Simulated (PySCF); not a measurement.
```xyz
9
charge -1, multiplicity 1
N    -2.8463   -0.9380   -0.1492
C    -1.8038   -0.6941   -0.5914
C    -0.5585   -0.2856   -1.0006
C     0.4096    0.4401    0.0127
C     1.2918   -0.5360    0.5301
N     2.0213   -1.4570    0.6078
H    -0.0471   -0.9597   -1.6623
H    -0.3017    0.6740    0.8776
H     0.9276    1.2256   -0.5282
```

Geometry: a frame of a GFN2-xTB molecular-dynamics simulation, not a minimum.

Work out the structure from the coordinates.

Formula C₄H₃N₂⁻. As SMILES it reads `N#C[CH-]CC#N`. It has no ring. Among its groups: nitrile. Coordination, clear cases only: 1 C linear; 1 C tetrahedral.

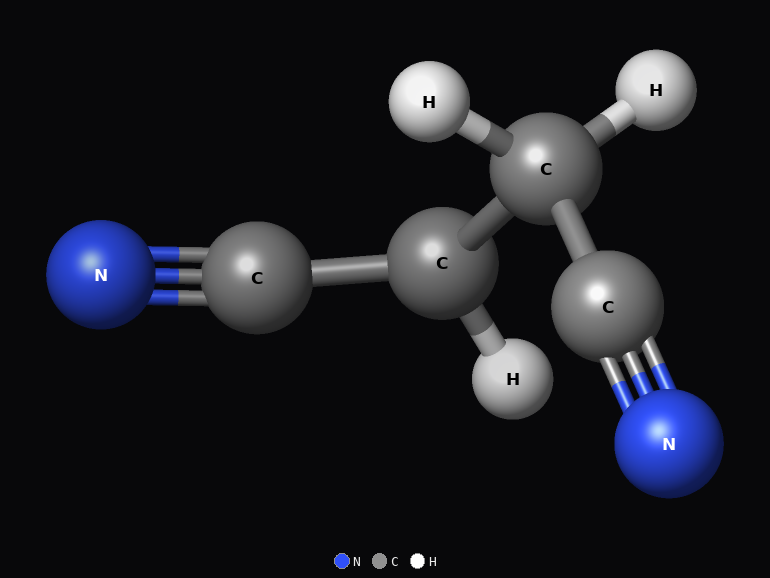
